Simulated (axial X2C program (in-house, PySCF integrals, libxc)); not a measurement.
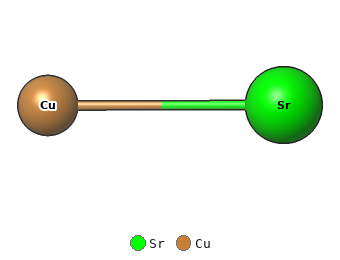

*The molecule at the reference distance of 2.845 Å.*

Run report: SrCu, relativistic diatomic calculation

SrCu, single determinant with Ω = 1/2. The distance is the PBE0 minimum at charge 0. Computed at this level: expectation values, HF and Kohn-Sham, two-component X2C with atomic mean-field Coulomb and Gaunt terms, Sr dyall-cv3z, Cu dyall-cv3z (cores contracted) (axial X2C program (in-house, PySCF integrals, libxc)).

**Log**
```
two-component X2C + atomic mean field  PBE0
basis functions 238  fitting functions 1268  grid points 5803
iter        total energy     max residual
   1      -4831.932838504     7.38e-05
   2      -4831.932838506     1.23e-05
   3      -4831.932838506     2.82e-05
   4      -4831.932838508     8.80e-06
converged
one-electron -7109.88675094  Coulomb 2248.17822909  exact exchange -42.56813808  xc functional -130.79072172  nuclear repulsion 204.97479312  atomic mean-field constant -1.84024997
```

**Expectation values by level of theory**

| quantity | PBE0 | HF | PBE50 | BHandHLYP | r2SCAN |
| --- | --- | --- | --- | --- | --- |
| effective field for an electron dipole moment (GV/cm) | −2.13 | −2.69 | −2.36 | −2.42 | −2.16 |
| field gradient at the first nucleus (a.u.) | −1.17 | −1.40 | −1.26 | −1.20 | −1.16 |
| field gradient at the second nucleus (a.u.) | 0.334 | 0.119 | 0.219 | 0.245 | 0.455 |
| A∥/gI, first nucleus (MHz) | 1530 | 985 | 1380 | 1530 | 1790 |
| A∥/gI, second nucleus (MHz) | 986 | 962 | 1020 | 1120 | 843 |

Each column comes from one determinant, in a basis with contracted cores. The levels disagree widely: the field gradient at the second nucleus runs from 0.119 to 0.455 a.u. They may not all have settled in the same state, and these values aren't reliable properties of the molecule.

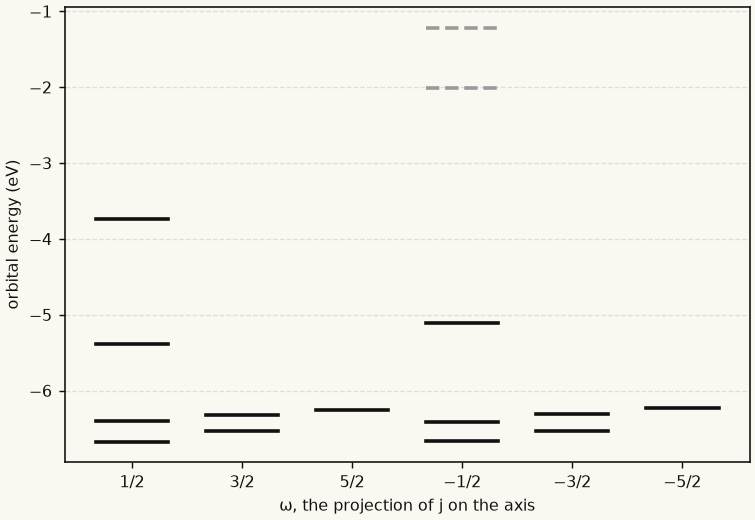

*Orbital energies (PBE0) near the frontier at 2.85 Å, filled (solid) and empty (dashed).*

The highest filled spinor (1/2; 36 % Sr s, 35 % Sr p) lies at −3.73 eV, the lowest empty one (−1/2; 42 % Sr s, 27 % Sr p) at −2.01 eV.

**Input file**
```
{"zs": [38, 29], "q": 0, "bas": ["dyall-cv3z", "dyall-cv3z"], "r0": 2.97, "levels": ["PBE0", "HF", "PBE50", "BHandHLYP", "r2SCAN"], "nst": 3}
```

The line is the task of a batch: nuclear charges, charge, bases, the levels to run, a first guess of the distance and further settings. This report covers the levels named above. The log is that of the reference distance, started from orbitals converged before.

The run was one of a batch that the task file lists, launched with:
```bash
python <driver script> task.json out
```

**Key numbers**

| quantity | value |
| --- | --- |
| outcome | converged; the levels of theory disagree widely |
| hardware | 1 thread of Arm Neoverse N1, 98 GiB of memory available, shared host |
| wall time | 12 s |
| peak memory | 0.52 GiB |
